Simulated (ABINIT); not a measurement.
# GaN (F-43m): G0W0 with ABINIT, start to end, part 2 of 3

Wanted: ground state, empty states, screening and self-energy for GaN (F-43m).

ABINIT 10.8.3; LDA and many-body steps on it, plane waves. Known limits of the many-body steps: not at the basis limit; no spin-orbit coupling; coarse k mesh.

So far. Step 2 (Ground state): The gap is direct, at Γ.

## Step 3: Bands along the symmetry lines

Level of this step: DFT, LDA, plane waves, norm-conserving pseudopotentials (ABINIT).

The cheap functional maps the bands first; the places of the edges decide which points the dearer methods must see.

File run.abi:

```
acell 3*1.0 Angstrom
rprim 
  0.000000000000 2.253500607500 2.253500607500
  2.253500607500 0.000000000000 2.253500607500
  2.253500607500 2.253500607500 0.000000000000
ntypat 2
znucl 31 7
natom 2
typat 1 2
xred 
  0.000000000000 0.000000000000 0.000000000000
  0.750000000000 0.750000000000 0.750000000000
pp_dirpath "pseudos"
pseudos "Ga.upf, N.upf"
ecut 45
iscf -2
irdden 1
kptopt 0
nkpt 50
kpt 
  0.00000000 0.00000000 0.00000000
  -0.06250000 -0.06250000 0.00000000
  -0.12500000 -0.12500000 0.00000000
  -0.18750000 -0.18750000 0.00000000
  -0.25000000 -0.25000000 0.00000000
  -0.31250000 -0.31250000 0.00000000
  -0.37500000 -0.37500000 0.00000000
  -0.43750000 -0.43750000 0.00000000
  -0.50000000 -0.50000000 0.00000000
  -0.48437500 -0.48437500 0.03125000
  -0.46875000 -0.46875000 0.06250000
  -0.45312500 -0.45312500 0.09375000
  -0.43750000 -0.43750000 0.12500000
  -0.42187500 -0.42187500 0.15625000
  -0.40625000 -0.40625000 0.18750000
  -0.39062500 -0.39062500 0.21875000
  -0.37500000 -0.37500000 0.25000000
  -0.37500000 0.00000000 0.37500000
  -0.32812500 0.00000000 0.32812500
  -0.28125000 0.00000000 0.28125000
  -0.23437500 0.00000000 0.23437500
  -0.18750000 0.00000000 0.18750000
  -0.14062500 0.00000000 0.14062500
  -0.09375000 0.00000000 0.09375000
  -0.04687500 0.00000000 0.04687500
  0.00000000 0.00000000 0.00000000
  0.00000000 0.00000000 0.06250000
  0.00000000 0.00000000 0.12500000
  0.00000000 0.00000000 0.18750000
  0.00000000 0.00000000 0.25000000
  0.00000000 0.00000000 0.31250000
  0.00000000 0.00000000 0.37500000
  0.00000000 0.00000000 0.43750000
  0.00000000 0.00000000 0.50000000
  -0.06250000 -0.03125000 0.46875000
  -0.12500000 -0.06250000 0.43750000
  -0.18750000 -0.09375000 0.40625000
  -0.25000000 -0.12500000 0.37500000
  -0.31250000 -0.15625000 0.34375000
  -0.37500000 -0.18750000 0.31250000
  -0.43750000 -0.21875000 0.28125000
  -0.50000000 -0.25000000 0.25000000
  -0.50000000 -0.28125000 0.21875000
  -0.50000000 -0.31250000 0.18750000
  -0.50000000 -0.34375000 0.15625000
  -0.50000000 -0.37500000 0.12500000
  -0.50000000 -0.40625000 0.09375000
  -0.50000000 -0.43750000 0.06250000
  -0.50000000 -0.46875000 0.03125000
  -0.50000000 -0.50000000 0.00000000
istwfk *1
nband 20
nbdbuf 2
tolwfr 1e-08
nstep 40
prtwf 0
prtvol 0
indata_prefix "in"
outdata_prefix "out"
tmpdata_prefix "tmp"
```

Command:

```sh
$ OMP_NUM_THREADS=1 mpirun -n 4 abinit run.abi > log
```

Numbers of over 12 decimals in the logs are rounded to 6 here.

The log of the run:

```text
.Version 10.8.3 of ABINIT. v10.8.2 released Aug 2026.

 Symmetries : space group F-4 3 m (#216); Bravais cF (face-center cubic)
[... echo of the input left out ...]
== DATASET  1 ==================================================================
-   mpi_nproc: 4, omp_nthreads: 1 (-1 if OMP is not activated)

--- !DatasetInfo
iteration_state: {dtset: 1, }
dimensions: {natom: 2, nkpt: 50, mband: 20, nsppol: 1, nspinor: 1, nspden: 1, mpw: 2252, }
cutoff_energies: {ecut:  45.0, pawecutdg:  -1.0, }
electrons: {nelect:   2.60000000E+01, charge:   0.00000000E+00, occopt:   1.00000000E+00, tsmear:   1.00000000E-02, }

 Real(R)+Recip(G) space primitive vectors, cartesian coordinates (Bohr,Bohr^-1):
 R(1)=  0.0000000  4.2584990  4.2584990  G(1)= -0.1174123  0.1174123  0.1174123
 R(2)=  4.2584990  0.0000000  4.2584990  G(2)=  0.1174123 -0.1174123  0.1174123
 R(3)=  4.2584990  4.2584990  0.0000000  G(3)=  0.1174123  0.1174123 -0.1174123
 Unit cell volume ucvol=  1.5445417E+02 bohr^3
 Angles (23,13,12)=  6.00000000E+01  6.00000000E+01  6.00000000E+01 degrees

 getcut: wavevector=  0.0000  0.0000  0.0000  ngfft=  40  40  40
         ecut(hartree)=     45.000   => boxcut(ratio)=   2.19947

--- Pseudopotential description ------------------------------------------------
- Ga Generated using ONCVPSP code by D. R. Hamann
- 31.00000  21.00000  180309                  znucl, zion, pspdat
12 -1012 2 -1 1858                            pspcod,pspxc,lmax,lloc,mmax
     nproj     2     2     2
  pspatm : epsatm=   21.89818218
         --- l  ekb(1:nproj) -->
             0    4.942386   -1.222782
             1   -5.724586   -1.365263
             2  -10.663097   -3.851155
 pspatm: atomic psp has been read  and splines computed

- N Generated using ONCVPSP code by D. R. Hamann
-  7.00000   5.00000  180309                  znucl, zion, pspdat
12 -1012 1 -1 1058                            pspcod,pspxc,lmax,lloc,mmax
     nproj     2     2     0
  pspatm : epsatm=    5.30777321
         --- l  ekb(1:nproj) -->
[...]
pspatm: atomic psp has been read  and splines computed

--------------------------------------------------------------------------------

================================================================================
 prteigrs : about to open file out_EIG
 Non-SCF case, kpt    1 (  0.00000  0.00000  0.00000), residuals and eigenvalues=
  6.09E-09  1.48E-09  5.10E-09  6.16E-09  6.09E-09  2.32E-09  3.94E-09  6.82E-09
  1.83E-09  9.42E-09  1.53E-09  3.65E-09  5.75E-09  1.75E-09  2.27E-09  5.49E-09
  6.05E-09  6.96E-09  7.59E-09  1.21E-07
 -4.9590E+00 -3.1641E+00 -3.1641E+00 -3.1641E+00 -3.4194E-01 -2.6273E-01
 -2.6273E-01 -2.6273E-01 -2.5143E-01 -2.5143E-01  2.3818E-01  2.3818E-01
  2.3818E-01  3.0259E-01  6.1142E-01  6.1142E-01  6.1142E-01  8.7394E-01
  9.2420E-01  9.2420E-01
 Non-SCF case, kpt    2 ( -0.06250 -0.06250  0.00000), residuals and eigenvalues=
[...]
8.9913E-01  9.3432E-01
 Non-SCF case, kpt    3 ( -0.12500 -0.12500  0.00000), residuals and eigenvalues=
[...]
2.21E-09  6.07E-09  1.46E-04  8.67E-04
[...]
9.5091E-01  9.6669E-01
[...]
Non-SCF case, kpt   49 ( -0.50000 -0.46875  0.03125), residuals and eigenvalues=
[...]
1.0357E+00  1.1523E+00
 Non-SCF case, kpt   50 ( -0.50000 -0.50000  0.00000), residuals and eigenvalues=
[...]
-2.5193E-01 -2.5193E-01 -2.4853E-01 -1.8051E-01  9.9533E-03  1.3805E-01
  1.3805E-01  3.5886E-01  4.7681E-01  6.6096E-01  7.4340E-01  7.4340E-01
  1.0333E+00  1.1509E+00

--- !ResultsGS
iteration_state: {dtset: 1, }
comment   : Summary of ground state results
lattice_vectors:
- [  0.0000000,   4.2584990,   4.2584990, ]
- [  4.2584990,   0.0000000,   4.2584990, ]
- [  4.2584990,   4.2584990,   0.0000000, ]
lattice_lengths: [   6.02243,    6.02243,    6.02243, ]
lattice_angles: [ 60.000,  60.000,  60.000, ] # degrees, (23, 13, 12)
lattice_volume:   1.5445417E+02
convergence: {deltae:  0.000E+00, res2:  0.000E+00, residm:  9.939E-09, diffor:  0.000E+00, }
etotal    :  -2.58349317E+02
entropy   :   0.00000000E+00
fermie    :   2.38182463E-01
cartesian_stress_tensor: null
pressure_GPa: null
xred      :
- [  0.0000E+00,   0.0000E+00,   0.0000E+00, Ga]
- [  7.5000E-01,   7.5000E-01,   7.5000E-01,  N]
cartesian_forces: null
force_length_stats: {min: null, max: null, mean: null, }

 Integrated electronic density in atomic spheres:
 ------------------------------------------------
 Atom  Sphere_radius  Integrated_density
[...]
================================================================================

 ----iterations are completed or convergence reached----

 Mean square residual over all n,k,spin=   44.795E-10; max=  99.393E-10
 reduced coordinates (array xred) for    2 atoms
       0.000000000000      0.000000000000      0.000000000000
       0.750000000000      0.750000000000      0.750000000000

 cartesian coordinates (angstrom) at end:
[...]
length scales=  1.889726125908  1.889726125908  1.889726125908 bohr
              =  1.000000000000  1.000000000000  1.000000000000 angstroms
 prteigrs : about to open file out_EIG
 Eigenvalues (hartree) for nkpt=  50  k points:
 kpt#   1, nband= 20, wtk=  1.00000, kpt=  0.0000  0.0000  0.0000 (reduced coord)
[...]
kpt#   2, nband= 20, wtk=  1.00000, kpt= -0.0625 -0.0625  0.0000 (reduced coord)
[...]
kpt#   3, nband= 20, wtk=  1.00000, kpt= -0.1250 -0.1250  0.0000 (reduced coord)
[...]
kpt#  49, nband= 20, wtk=  1.00000, kpt= -0.5000 -0.4687  0.0313 (reduced coord)
[...]
0.73882    0.74448    1.03570    1.15227
 kpt#  50, nband= 20, wtk=  1.00000, kpt= -0.5000 -0.5000  0.0000 (reduced coord)
  -4.95898   -3.16424   -3.16413   -3.16413   -0.30714   -0.25987   -0.25193   -0.25193
  -0.24853   -0.18051    0.00995    0.13805    0.13805    0.35886    0.47681    0.66096
   0.74340    0.74340    1.03330    1.15091

== END DATASET(S) ==============================================================
================================================================================

 -outvars: echo values of variables after computation  --------
            nband          20
             nkpt          50
          spgroup         216
 [... the other variables as echoed above ...]

 Calculation completed.
```

It took 10 s on 4 MPI ranks of Arm Neoverse V2, shared host; peak memory 0.28 GiB; 39 s of CPU time.

Numbers from this step:

- gap: 1.753 eV
- k of the valence top: 0, 0, 0
- k of the conduction bottom: 0, 0, 0
- least direct gap: 1.753 eV

The gap is 1.753 eV, as in the run before at this level.

The electronic bands at the labelled points (eV, zero at the top of the highest filled band):

| point | band 10 | band 11 | band 12 | band 13 | band 14 | band 15 | band 16 | band 17 |
| --- | --- | --- | --- | --- | --- | --- | --- | --- |
| Γ | -13.32 | 0.00 | 0.00 | 0.00 | 1.75 | 10.16 | 10.16 | 10.16 |
| X | -11.39 | -6.21 | -2.72 | -2.72 | 3.28 | 6.49 | 11.50 | 13.75 |
| U | -11.24 | -5.95 | -4.30 | -2.19 | 4.91 | 7.71 | 10.89 | 12.67 |
| jump to K | -11.24 | -5.95 | -4.30 | -2.19 | 4.91 | 7.71 | 10.89 | 12.67 |
| Γ | -13.32 | 0.00 | 0.00 | 0.00 | 1.75 | 10.16 | 10.16 | 10.16 |
| L | -11.89 | -7.11 | -0.98 | -0.98 | 4.55 | 8.60 | 10.24 | 10.24 |
| W | -11.11 | -5.78 | -3.73 | -3.68 | 6.14 | 8.22 | 10.18 | 10.93 |
| X | -11.39 | -6.21 | -2.72 | -2.72 | 3.28 | 6.49 | 11.50 | 13.75 |

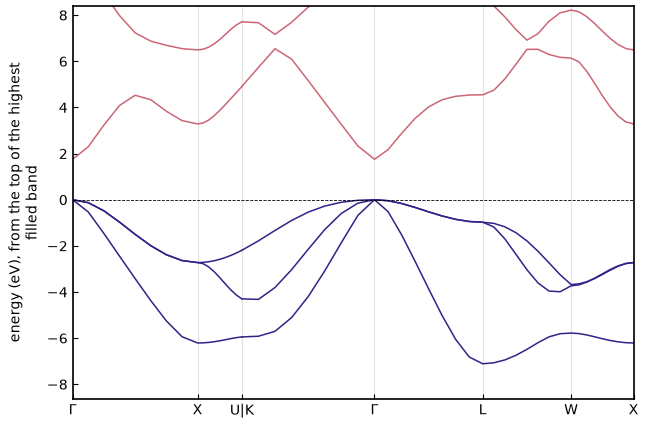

Electronic bands along the path; lines of filled and empty bands in two colours.

## Step 4: Empty states on the mesh, 4×4×4 mesh, 34 bands

The sums over transitions need many empty states on a uniform mesh; this step solves for them.

File run.abi:

```
acell 3*1.0 Angstrom
rprim 
  0.000000000000 2.253500607500 2.253500607500
  2.253500607500 0.000000000000 2.253500607500
  2.253500607500 2.253500607500 0.000000000000
ntypat 2
znucl 31 7
natom 2
typat 1 2
xred 
  0.000000000000 0.000000000000 0.000000000000
  0.750000000000 0.750000000000 0.750000000000
pp_dirpath "pseudos"
pseudos "Ga.upf, N.upf"
ecut 45
ngkpt 4 4 4
nshiftk 1
shiftk 0 0 0
kptopt 1
chksymbreak 0
iscf -2
irdden 1
istwfk *1
nband 34
nbdbuf 4
tolwfr 1e-09
nstep 60
prtvol 0
indata_prefix "in"
outdata_prefix "out"
tmpdata_prefix "tmp"
```

The log of the run:

```text
.Version 10.8.3 of ABINIT. v10.8.2 released Aug 2026.

 Symmetries : space group F-4 3 m (#216); Bravais cF (face-center cubic)
[... echo of the input left out ...]
== DATASET  1 ==================================================================
-   mpi_nproc: 4, omp_nthreads: 1 (-1 if OMP is not activated)

--- !DatasetInfo
iteration_state: {dtset: 1, }
dimensions: {natom: 2, nkpt: 8, mband: 34, nsppol: 1, nspinor: 1, nspden: 1, mpw: 2252, }
cutoff_energies: {ecut:  45.0, pawecutdg:  -1.0, }
electrons: {nelect:   2.60000000E+01, charge:   0.00000000E+00, occopt:   1.00000000E+00, tsmear:   1.00000000E-02, }

 Real(R)+Recip(G) space primitive vectors, cartesian coordinates (Bohr,Bohr^-1):
 R(1)=  0.0000000  4.2584990  4.2584990  G(1)= -0.1174123  0.1174123  0.1174123
 R(2)=  4.2584990  0.0000000  4.2584990  G(2)=  0.1174123 -0.1174123  0.1174123
 R(3)=  4.2584990  4.2584990  0.0000000  G(3)=  0.1174123  0.1174123 -0.1174123
 Unit cell volume ucvol=  1.5445417E+02 bohr^3
 Angles (23,13,12)=  6.00000000E+01  6.00000000E+01  6.00000000E+01 degrees

 getcut: wavevector=  0.0000  0.0000  0.0000  ngfft=  40  40  40
         ecut(hartree)=     45.000   => boxcut(ratio)=   2.19947

--- Pseudopotential description ------------------------------------------------
- Ga Generated using ONCVPSP code by D. R. Hamann
- 31.00000  21.00000  180309                  znucl, zion, pspdat
12 -1012 2 -1 1858                            pspcod,pspxc,lmax,lloc,mmax
     nproj     2     2     2
  pspatm : epsatm=   21.89818218
         --- l  ekb(1:nproj) -->
             0    4.942386   -1.222782
             1   -5.724586   -1.365263
             2  -10.663097   -3.851155
 pspatm: atomic psp has been read  and splines computed

- N Generated using ONCVPSP code by D. R. Hamann
-  7.00000   5.00000  180309                  znucl, zion, pspdat
12 -1012 1 -1 1058                            pspcod,pspxc,lmax,lloc,mmax
     nproj     2     2     0
  pspatm : epsatm=    5.30777321
         --- l  ekb(1:nproj) -->
[...]
pspatm: atomic psp has been read  and splines computed

--------------------------------------------------------------------------------

================================================================================
 prteigrs : about to open file out_EIG
 Non-SCF case, kpt    1 (  0.00000  0.00000  0.00000), residuals and eigenvalues=
  3.91E-10  4.59E-10  5.80E-10  8.89E-10  1.60E-10  1.99E-10  3.69E-10  4.75E-10
  4.13E-10  7.87E-10  2.64E-10  1.55E-10  3.91E-10  1.07E-10  1.76E-10  2.49E-10
  6.61E-10  9.97E-11  9.43E-11  2.22E-10  8.16E-10  8.62E-11  7.28E-10  7.27E-10
[...]
8.79E-06  9.17E-10
 -4.9590E+00 -3.1641E+00 -3.1641E+00 -3.1641E+00 -3.4194E-01 -2.6273E-01
 -2.6273E-01 -2.6273E-01 -2.5143E-01 -2.5143E-01  2.3818E-01  2.3818E-01
  2.3818E-01  3.0259E-01  6.1142E-01  6.1142E-01  6.1142E-01  8.7394E-01
  9.2420E-01  9.2420E-01  9.2420E-01  9.6414E-01  9.6414E-01  1.0666E+00
  1.4338E+00  1.4338E+00  1.4338E+00  1.9074E+00  1.9074E+00  1.9074E+00
  1.9481E+00  1.9481E+00  1.9481E+00  1.9870E+00
 prteigrs : prtvol=0 or 1, do not print more k-points.

--- !ResultsGS
iteration_state: {dtset: 1, }
comment   : Summary of ground state results
lattice_vectors:
- [  0.0000000,   4.2584990,   4.2584990, ]
- [  4.2584990,   0.0000000,   4.2584990, ]
- [  4.2584990,   4.2584990,   0.0000000, ]
lattice_lengths: [   6.02243,    6.02243,    6.02243, ]
lattice_angles: [ 60.000,  60.000,  60.000, ] # degrees, (23, 13, 12)
lattice_volume:   1.5445417E+02
convergence: {deltae:  0.000E+00, res2:  0.000E+00, residm:  9.941E-10, diffor:  0.000E+00, }
etotal    :  -2.58349317E+02
entropy   :   0.00000000E+00
fermie    :   2.38182463E-01
cartesian_stress_tensor: null
pressure_GPa: null
xred      :
- [  0.0000E+00,   0.0000E+00,   0.0000E+00, Ga]
- [  7.5000E-01,   7.5000E-01,   7.5000E-01,  N]
cartesian_forces: null
force_length_stats: {min: null, max: null, mean: null, }

 Integrated electronic density in atomic spheres:
 ------------------------------------------------
 Atom  Sphere_radius  Integrated_density
[...]
================================================================================

 ----iterations are completed or convergence reached----

 Mean square residual over all n,k,spin=   42.155E-11; max=  99.413E-11
 reduced coordinates (array xred) for    2 atoms
       0.000000000000      0.000000000000      0.000000000000
       0.750000000000      0.750000000000      0.750000000000

 cartesian coordinates (angstrom) at end:
    1      0.000000     0.000000     0.000000
    2      3.380251     3.380251     3.380251
 length scales=  1.889726125908  1.889726125908  1.889726125908 bohr
              =  1.000000000000  1.000000000000  1.000000000000 angstroms
 prteigrs : about to open file out_EIG
 Eigenvalues (hartree) for nkpt=   8  k points:
 kpt#   1, nband= 34, wtk=  0.01563, kpt=  0.0000  0.0000  0.0000 (reduced coord)
[...]
0.61142    0.87394    0.92420    0.92420    0.92420    0.96414    0.96414    1.06656
   1.43377    1.43377    1.43377    1.90738    1.90738    1.90738    1.94806    1.94806
   1.94808    1.98699
 prteigrs : prtvol=0 or 1, do not print more k-points.

== END DATASET(S) ==============================================================
================================================================================

 -outvars: echo values of variables after computation  --------
            nband          34
             nkpt           8
          spgroup         216
 [... the other variables as echoed above ...]

 Calculation completed.
```

Wall time 4.6 s (4 MPI ranks); peak memory 0.26 GiB; 18 s of CPU time.

This step gave:

```
gap                                                           : 1.753 eV
k of the valence top                                          : 0, 0, 0
k of the conduction bottom                                    : 0, 0, 0
least direct gap                                              : 1.753 eV
k points computed                                             : 8
lowest point of the top converged band, above the valence top : 35.32 eV
```

On this mesh the gap is 1.753 eV.

## Step 5: Screening, 4×4×4 mesh, 30 bands, screening to 108.8 eV

The RPA dielectric matrix is built and inverted for each q.

This step: RPA screening on LDA, plane waves, norm-conserving pseudopotentials.

run.abi, as its differences from that of step 4:

```diff
@@ -20,10 +20,11 @@
 chksymbreak 0
-iscf -2
-irdden 1
 istwfk *1
-nband 34
-nbdbuf 4
-tolwfr 1e-09
-nstep 60
-prtvol 0
+occopt 1
+irdwfk 1
+optdriver 3
+nband 30
+ecuteps 4
+inclvkb 2
+awtr 1
+symchi 1
 indata_prefix "in"
```

The log of the run:

```text
.Version 10.8.3 of ABINIT. v10.8.2 released Aug 2026.

 Symmetries : space group F-4 3 m (#216); Bravais cF (face-center cubic)
[... echo of the input left out ...]
== DATASET  1 ==================================================================
-   mpi_nproc: 4, omp_nthreads: 1 (-1 if OMP is not activated)

--- !DatasetInfo
iteration_state: {dtset: 1, }
dimensions: {natom: 2, nkpt: 8, mband: 30, nsppol: 1, nspinor: 1, nspden: 1, mpw: 2252, }
cutoff_energies: {ecut:  45.0, pawecutdg:  -1.0, }
electrons: {nelect:   2.60000000E+01, charge:   0.00000000E+00, occopt:   1.00000000E+00, tsmear:   1.00000000E-02, }

 SCREENING: Calculation of the susceptibility and dielectric matrices

 Based on a program developped by R.W. Godby, V. Olevano, G. Onida, and L. Reining.
 Incorporated in ABINIT by V. Olevano, G.-M. Rignanese, and M. Torrent.
.Using double precision arithmetic ; gwpc =  8

[... cell and pseudopotentials left out ...]
--------------------------------------------------------------------------------

 ==== K-mesh for the wavefunctions ====
 Number of points in the irreducible wedge :     8
[... list of points left out ...]
 Together with 24 symmetry operations and time-reversal symmetry
 yields    64 points in the full Brillouin Zone.

 ==== Q-mesh for the screening function ====
 Number of points in the irreducible wedge :     8
[... list of points left out ...]
 Together with 24 symmetry operations and time-reversal symmetry
 yields    64 points in the full Brillouin Zone.

 setmesh: FFT mesh size selected  =    24x   24x   24
          total number of points  =        13824

 vcoul_init : cutoff-mode = AUXILIARY_FUNCTION
 q-points for optical limit:   1
     1)      0.000010    0.000020    0.000030

- screening: taking advantage of time-reversal symmetry
- Maximum band index for partially occupied states nbvw = 13
- Remaining bands to be divided among processors   nbcw = 17
- Number of bands treated by each node ~4

 Number of electrons calculated from density =   26.0000; Expected =   26.0000
 average of density, n =  0.168335
 r_s =    1.1235
 omega_plasma =   39.5770 [eV]

 calculating chi0 at frequencies [eV] :
  1    0.000000E+00    0.000000E+00
  2    0.000000E+00    3.957696E+01

--------------------------------------------------------------------------------
  q-point number  1        q = ( 0.000000, 0.000000, 0.000000) [r.l.u.]
--------------------------------------------------------------------------------
[... chi0 elements left out ...]
 For q-point:  0.000010 0.000020 0.000030
  dielectric constant =   9.1374
  dielectric constant without local fields =   9.7247

  Average fulfillment of the sum rule on Im[epsilon] for q-point    1 :     18.04  [%]
[... wings left out ...]
  q-point number  2        q = ( 0.250000, 0.000000, 0.000000) [r.l.u.]
--------------------------------------------------------------------------------
[... chi0 elements left out ...]
  Average fulfillment of the sum rule on Im[epsilon] for q-point    2 :     30.20  [%]

 [... 6 further q-points ...]
```

The job ended after 4.7 s (4 MPI ranks; peak memory 0.42 GiB).

This step gave:

| Property | Result |
| --- | --- |
| ε∞ with local fields, on this mesh, along the program's q direction | 9.137 |
| the same without local fields | 9.725 |
| plasma frequency | 39.58 eV |
| plane waves in the screening matrix | 59 |

Local fields lower ε∞ by 6 %. On a Γ-centred mesh this coarse the value itself is usually too large, while a short band sum pulls it down.

[end of part 2 of 3]

[Paths, hosts, dates, memory and timing lines, banners, echoed tables and standing remarks are left out of the program output.]

[Logs are printed without paths, hosts, clocks, repeated set-up lines and the standing remarks that a program may print on its own settings, such as how far it seeks lower states.]

[Runs of the session that timed out or met a known fault of the program may be left out.]

[Hosts, paths, dates, database ids (printed as entryN), source tags and the programs' standing remarks are cut or masked in the printed files.]

[G0W0 gaps are taken among the corrected bands and points alone; a level outside them can change the order at an edge.]

[Where Ansatz stands beside ABINIT at settings called matched, ABINIT's density can come from a denser mesh and the files from another edition; pairs whose starting gaps differed by over 0.03 eV were left out, so agreement reads better than it is.]
